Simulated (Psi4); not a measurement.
Run report: SiNH5, excited-state calculation

System: SiNH5 (Si(NH2)H3).
Method: TDA (PBE)/cc-pVDZ, RKS (Psi4 1.11).

The geometry comes from this level: GFN2-xTB.

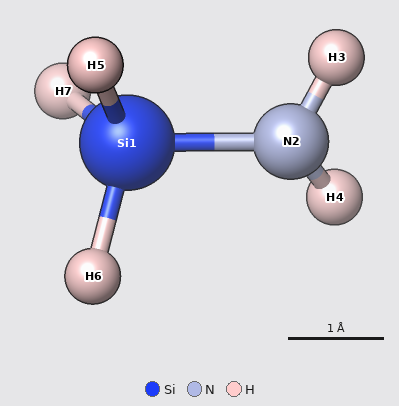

The input geometry (ball-and-stick view, seen at a tilt; atoms are numbered from 1 in the order of the input). Bond lengths as drawn: H–N 1.01 Å, H–Si 1.46 to 1.47 Å and N–Si 1.72 Å.

## Key numbers

```tsv
quantity	value
outcome	converged
total energy	−347.019141 hartree
basis functions	57
HOMO	−5.59 eV
LUMO	0.07 eV
dipole moment	1.27 D
lowest excitation	5.86 eV
hardware	1 thread of Intel Xeon @ 2.50GHz (Skylake/Cascade Lake), 192 GiB of memory available, shared host
wall time	42 s
peak memory	0.96 GiB
```

## Input file (job.dat)
```python
memory 1600 mb

molecule {
  0 1
  Si    -0.000690     0.002380    -0.682990
  N      0.090660     0.178690     1.028560
  H      0.707680    -0.428190     1.543790
  H     -0.763660     0.307400     1.545850
  H      1.387750    -0.009920    -1.135540
  H     -0.747920     1.169350    -1.146100
  H     -0.673820    -1.219710    -1.153570
  units angstrom
  symmetry c1
}

set {
  basis cc-pVDZ
  puream true
  scf_type pk
  dft_radial_points 99
  dft_spherical_points 590
  save_jk true
}

from psi4.driver.procrouting.response.scf_response import tdscf_excitations
E, wfn = energy('pbe', return_wfn=True)
states = tdscf_excitations(wfn, states=4, tda=True)
```

Launched with:
```bash
psi4 -n 1 job.dat job.out
```

## The program's output
```
Psi4 1.11 release

   => Loading Basis Set <=

    Name: CC-PVDZ
    Role: ORBITAL
    Keyword: BASIS

         ---------------------------------------------------------
                                   SCF
                              RKS Reference
                        1 Threads,   1525 MiB Core
         ---------------------------------------------------------

  ==> Geometry <==

    Molecular point group: c1
    Full point group: C1

    Geometry (in Angstrom), charge = 0, multiplicity = 1:

       Center              X                  Y                   Z               Mass
    ------------   -----------------  -----------------  -----------------  -----------------
         SI          -0.025351041109    -0.048371847570    -0.575518130265    27.976926534650
         N            0.065998958891     0.127938152430     1.136031869735    14.003074004430
         H            0.683018958891    -0.478941847570     1.651261869735     1.007825032230
         H           -0.788321041109     0.256648152430     1.653321869735     1.007825032230
         H            1.363088958891    -0.060671847570    -1.028068130265     1.007825032230
         H           -0.772581041109     1.118598152430    -1.038628130265     1.007825032230
         H           -0.698481041109    -1.270461847570    -1.046098130265     1.007825032230

  Running in c1 symmetry.

  Rotational constants: A =      2.29409  B =      0.42830  C =      0.41383 [cm^-1]
  Rotational constants: A =  68775.19664  B =  12840.20982  C =  12406.28036 [MHz]
  Nuclear repulsion =   65.167404687729132

  Charge       = 0
  Multiplicity = 1
  Electrons    = 26
  Nalpha       = 13
  Nbeta        = 13

  ==> Algorithm <==

  SCF Algorithm Type is PK.
  DIIS enabled.
  MOM disabled.
  Fractional occupation disabled.
  Guess Type is SAD.
  Energy threshold   = 1.00e-06
  Density threshold  = 1.00e-06
  Integral threshold = 1.00e-12

  ==> Primary Basis <==

  Basis Set: CC-PVDZ
    Blend: CC-PVDZ
    Number of shells: 29
    Number of basis functions: 57
    Number of Cartesian functions: 59
    Spherical Harmonics?: true
    Max angular momentum: 2

  ==> DFT Potential <==

   => LibXC <=

    Version 7.1.2

   => Composite Functional: PBE <=

    PBE GGA Exchange-Correlation Functional

    Deriv               =              1
    GGA                 =           TRUE
    Meta                =          FALSE

    Exchange Hybrid     =          FALSE
    MP2 Hybrid          =          FALSE

   => Exchange Functionals <=

    1.0000     XC_GGA_X_PBE

   => Correlation Functionals <=

    1.0000     XC_GGA_C_PBE

   => LibXC Density Thresholds  <==

    XC_GGA_C_PBE:  1.00E-12
    XC_GGA_X_PBE:  1.00E-15

   => Molecular Quadrature <=

    Radial Scheme          =       TREUTLER
    Pruning Scheme         =           NONE
    Nuclear Scheme         =       TREUTLER

    Blocking Scheme        =         OCTREE
    BS radius alpha        =              1
    Pruning alpha          =              1
    Radial Points          =             99
    Spherical Points       =            590
    Total Points           =         389872
    Total Blocks           =           2838
    Max Points             =            256
    Max Functions          =             57
    Weights Tolerance      =       1.00E-15

  ==> Integral Setup <==

  Using in-core PK algorithm.
   Calculation information:
      Number of atoms:                   7
      Number of AO shells:              29
      Number of primitives:             97
      Number of atomic orbitals:        59
      Number of basis functions:        57

      Integral cutoff                 1.00e-12
      Number of threads:                 1

  Performing in-core PK
  Using 2734062 doubles for integral storage.
  We computed 94830 shell quartets total.
  Whereas there are 94830 unique shell quartets.

  ==> DiskJK: Disk-Based J/K Matrices <==

    J tasked:                  Yes
    K tasked:                   No
    wK tasked:                  No
    Memory [MiB]:              518
    Schwarz Cutoff:          1E-12

  Cached 100.0% of DFT collocation blocks in 0.611 [GiB].

  Minimum eigenvalue in the overlap matrix is 1.1851018163E-02.
  Reciprocal condition number of the overlap matrix is 2.5950518151E-03.
    Using symmetric orthogonalization.

  ==> Pre-Iterations <==

  SCF Guess: Superposition of Atomic Densities via on-the-fly atomic UHF (no occupation information).

   -------------------------
    Irrep   Nso     Nmo
   -------------------------
     A         57      57
   -------------------------
    Total      57      57
   -------------------------

  ==> Iterations <==

                        Total Energy        Delta E     RMS |[F,P]|

   @RKS iter SAD:  -346.66316960831716   -3.46663e+02   0.00000e+00
   @RKS iter   1:  -346.71099220482631   -4.78226e-02   1.43688e-02 DIIS/ADIIS
   @RKS iter   2:  -345.68763886960596    1.02335e+00   2.62210e-02 DIIS/ADIIS
   @RKS iter   3:  -347.00792150801431   -1.32028e+00   1.99705e-03 DIIS/ADIIS
   @RKS iter   4:  -347.01707471337420   -9.15321e-03   9.32656e-04 DIIS/ADIIS
   @RKS iter   5:  -347.01908319992424   -2.00849e-03   1.54325e-04 DIIS/ADIIS
   @RKS iter   6:  -347.01914011534762   -5.69154e-05   1.95805e-05 DIIS
   @RKS iter   7:  -347.01914089225795   -7.76910e-07   3.48284e-06 DIIS
   @RKS iter   8:  -347.01914091761182   -2.53539e-08   6.85204e-07 DIIS
  Energy and wave function converged.

  ==> Post-Iterations <==

   Electrons on quadrature grid:
      Ntotal   =   26.0000002733 ; deviation = 2.733e-07

    Orbital Energies [Eh]
    ---------------------

    Doubly Occupied:

       1A    -65.419127     2A    -13.970577     3A     -5.053156
       4A     -3.465219     5A     -3.463829     6A     -3.463426
       7A     -0.766443     8A     -0.484574     9A     -0.433527
      10A     -0.347673    11A     -0.304048    12A     -0.298359
      13A     -0.205607

    Virtual:

      14A      0.002400    15A      0.052369    16A      0.072464
      17A      0.073061    18A      0.096079    19A      0.101705
      20A      0.249078    21A      0.256785    22A      0.292389
      23A      0.310217    24A      0.340113    25A      0.372524
      26A      0.409729    27A      0.435414    28A      0.497772
      29A      0.559834    30A      0.626691    31A      0.724633
      32A      0.761922    33A      0.785789    34A      0.844015
      35A      0.908458    36A      0.923077    37A      1.112081
      38A      1.180753    39A      1.185290    40A      1.244451
      41A      1.384398    42A      1.465222    43A      1.514666
      44A      1.538886    45A      1.590150    46A      1.664100
      47A      1.730519    48A      1.815185    49A      1.884153
      50A      1.891609    51A      1.970272    52A      2.018861
      53A      2.207954    54A      2.266982    55A      2.375280
      56A      2.679056    57A      2.855337

    Final Occupation by Irrep:
              A
    DOCC [    13 ]
    NA   [    13 ]
    NB   [    13 ]

  @RKS Final Energy:  -347.01914091761182

   => Energetics <=

    Nuclear Repulsion Energy =             65.1674046877291318
    One-Electron Energy =                -608.0697624351896593
    Two-Electron Energy =                 225.3816008390256229
    DFT Exchange-Correlation Energy =     -29.4983840091768954
    Empirical Dispersion Energy =           0.0000000000000000
    VV10 Nonlocal Energy =                  0.0000000000000000
    Total Energy =                       -347.0191409176118214

Computation Completed

Properties will be evaluated at   0.000000,   0.000000,   0.000000 [a0]

Properties computed using the SCF density matrix

 Multipole Moments:

 ------------------------------------------------------------------------------------
     Multipole            Electronic (a.u.)      Nuclear  (a.u.)        Total (a.u.)
 ------------------------------------------------------------------------------------

 L = 1.  Multiply by 2.5417464519 to convert [e a0] to [Debye]
 Dipole X            :          0.0840188           -0.2006834           -0.1166645
 Dipole Y            :          0.1695894           -0.4090653           -0.2394759
 Dipole Z            :          0.2600259            0.1639500            0.4239759
 Magnitude           :                                                    0.5007144

 ------------------------------------------------------------------------------------

	total time  =         12 seconds =       0.20 minutes

******************************************************************************************
**********                               WARNING                                **********
**********       The names of excited state variables changed between 1.5       **********
**********     and 1.6. For a quick solution, remove the symmetry specifier     **********
**********   from the variable name. For full details, see 'Notes on Psivars'   **********
**********                        in the documentation.                         **********
******************************************************************************************

         ---------------------------------------------------------
                         TDSCF excitation energies
         ---------------------------------------------------------

  ==> Options <==

     Residual threshold  : 1.0000e-04
     Initial guess       : denominators
     Reference           : RHF
     Solver type         : TDA (Davidson)

  ==> Requested Excitations <==

      4 singlet states with A symmetry

  ==> Seeking the lowest 4 singlet states with A symmetry

                         Generalized Davidson Solver

  ==> Options <==

    Max number of iterations        = 60
    Eigenvector tolerance           = 1.0000e-04
    Max number of expansion vectors = 800

  => Iterations <=
                           Max[D[value]]     Max[|R|]   # vectors
  DavidsonSolver iter   1:   3.03831e-01  5.25359e-02     16
  DavidsonSolver iter   2:   3.86961e-03  1.90776e-02     20
  DavidsonSolver iter   3:   6.96032e-04  2.91188e-03     24
  DavidsonSolver iter   4:   1.02419e-05  2.94488e-04     28
  DavidsonSolver iter   5:   1.00941e-07  3.17376e-05     29      Converged

******************************************************************************************
**********                               WARNING                                **********
**********  Length-gauge rotatory strengths are **NOT** gauge-origin invariant  **********
******************************************************************************************

                                    Excitation Energy         Total Energy        Oscillator Strength             Rotatory Strength
     #   Sym: GS->ES (Trans)        au              eV              au          au (length)    au (velocity)    au (length)    au (velocity)
    ---- -------------------- --------------- --------------- --------------- --------------- --------------- --------------- ---------------
     1        A->A (1 A)       0.21525         5.85725        -346.80389       0.0108          0.0368         -0.0011          0.0003
     2        A->A (1 A)       0.25969         7.06660        -346.75945       0.0024          0.0040          0.0013         -0.0009
     3        A->A (1 A)       0.28501         7.75546        -346.73413       0.0247          0.0489          0.0011          0.0015
     4        A->A (1 A)       0.29925         8.14313        -346.71989       0.0159          0.0012          0.0034          0.0038

Contributing excitations
Only contributions with abs(coeff) > 1.00e-01 will be printed:

Excited State    1 (1 A):   0.21525 au   211.68 nm f = 0.0108
  Sums of squares: Xssq =  1.000000e+00
     13a  ->  14a    -0.993348 (98.674%)

Excited State    2 (1 A):   0.25969 au   175.45 nm f = 0.0024
  Sums of squares: Xssq =  1.000000e+00
     13a  ->  15a    -0.997522 (99.505%)

Excited State    3 (1 A):   0.28501 au   159.87 nm f = 0.0247
  Sums of squares: Xssq =  1.000000e+00
     11a  ->  14a     0.144566 ( 2.090%)
     13a  ->  16a     0.784207 (61.498%)
     13a  ->  17a     0.592918 (35.155%)

Excited State    4 (1 A):   0.29925 au   152.26 nm f = 0.0159
  Sums of squares: Xssq =  1.000000e+00
     11a  ->  14a    -0.161286 ( 2.601%)
     13a  ->  16a     0.479762 (23.017%)
     13a  ->  17a    -0.577116 (33.306%)
     13a  ->  18a     0.620975 (38.561%)

******************************************************************************************
**********                               WARNING                                **********
**********       The names of excited state variables changed between 1.5       **********
**********     and 1.6. For a quick solution, remove the symmetry specifier     **********
**********   from the variable name. For full details, see 'Notes on Psivars'   **********
**********                        in the documentation.                         **********
******************************************************************************************

    Psi4 run time: 0:00:39.94
```

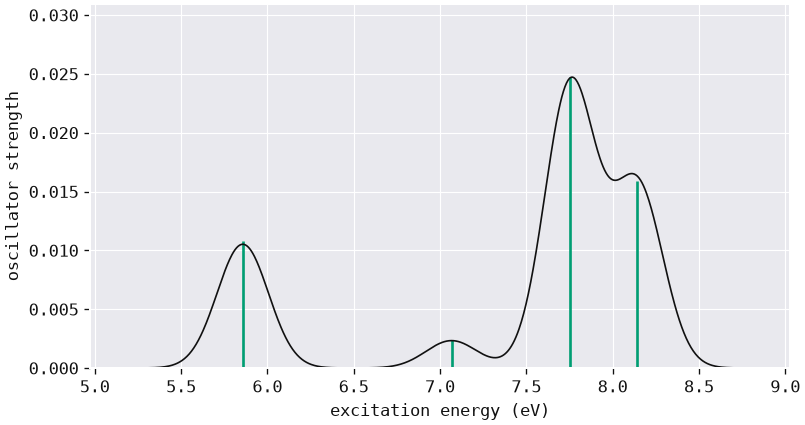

Computed excitations as sticks (degenerate states added up, dark ones marked on the axis), with a Gaussian envelope of 0.35 eV full width at half maximum, scaled to the tallest. Of the 4 states the lowest lies at 5.86 eV (f = 0.011); the strongest line is at 7.76 eV, or 160 nm (f = 0.025).

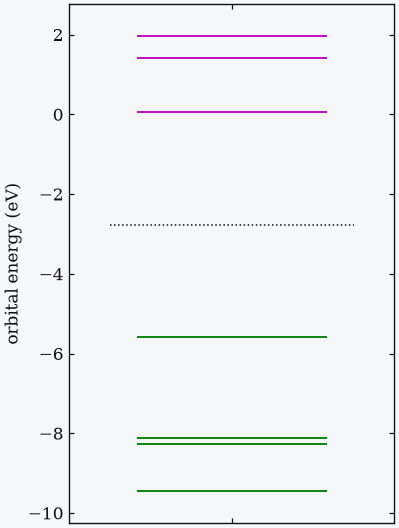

Orbital energies near the frontier; the dotted line parts filled from empty levels, and levels within 0.02 eV of each other stand side by side. Highest filled −5.59 eV, lowest empty 0.07 eV, 5.66 eV apart.
